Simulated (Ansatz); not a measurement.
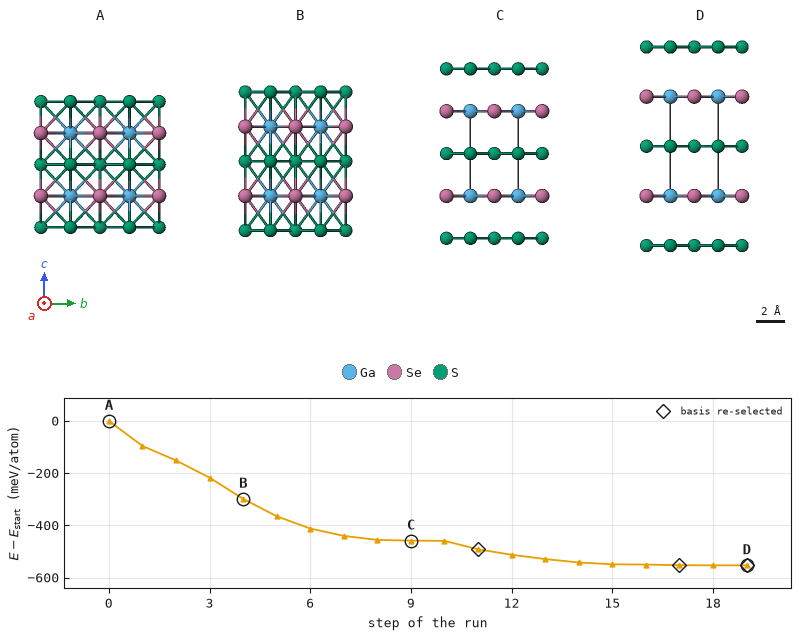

Frames of a relaxation of crystalline GaSeS2 (a generated structure, set up in P4/mmm) (coarse preliminary run), marked on the history of the run. A ball-and-stick model of the cell of the calculation, seen along the a axis.

All numbers below come from DFT PBE, scalar-relativistic, plane waves, PAW in Ansatz.

Input
```yaml
crystal:
  lattice:
    - [4.37746926, 0.0, 0.0]
    - [0.0, 4.37746926, 0.0]
    - [0.0, 0.0, 4.65604705]
  atoms:
    - { symbol: Ga, position: [0.0, 0.0, 0.0] }
    - { symbol: Se, position: [0.5, 0.5, 0.0] }
    - { symbol: S, position: [0.5, 0.0, 0.5] }
    - { symbol: S, position: [0.0, 0.5, 0.5] }
basis:
  ecutwfc: 420
kpoints:
  mp_grid: { grid: [4, 4, 4] }
hamiltonian:
  xc: pbe
scf:
  occupations: { method: gaussian, width: 0.1 }
  lower_state_search: "off"
output:
  forces: true
  stress: true
  eigenvalues: true
relax:
  adjacent_minimum: "off"
  f_tol: 0.04
  max_steps: 70
  cell: { stress_tol: 0.4 }
```

Run as
```bash
ansatz run input.yaml --threads 1 --pin off --max-ram 2560MiB --backend cpu --events-out ev --progress --plain --runs-dir out
```

### Describe the path.

Over 16 accepted moves (19 points after the start) the energy falls by 553 meV per atom. All forces vanish by symmetry, so only the cell relaxes. Pressure: −6.76 GPa at the start and 0.05 GPa at the end. At 3 points the geometry stayed and the basis and grid were re-selected for the new cell (energy shift of 32.5 meV per atom at most each time). No atom moves by more than 0.005 Å relative to the cell. The drawn cell changes as follows: a = b 4.377 → 3.538 Å (−19.2 %), c 4.656 → 7.353 Å (+57.9 %); the volume changes by +3.1 %. Near-neighbour distances that change, for instance: Ga1–S3 3.195 → 4.080 Å, Se2–S3 3.195 → 4.080 Å, Ga1–Se2 3.095 → 2.501 Å, S3–S4 3.095 → 2.501 Å. The space group stays P4/mmm (No. 123). Cost: 33 s on 1 thread of Intel(R) Xeon(R) 6975P-C (Granite Rapids), on a shared host, peak memory 0.44 GiB. From step 0 to 4: volume −20.3 %, energy −298 meV per atom. From step 4 to 9: volume +10.8 %, energy −160 meV per atom. From step 9 to 19: volume +16.8 %, energy −94.6 meV per atom.
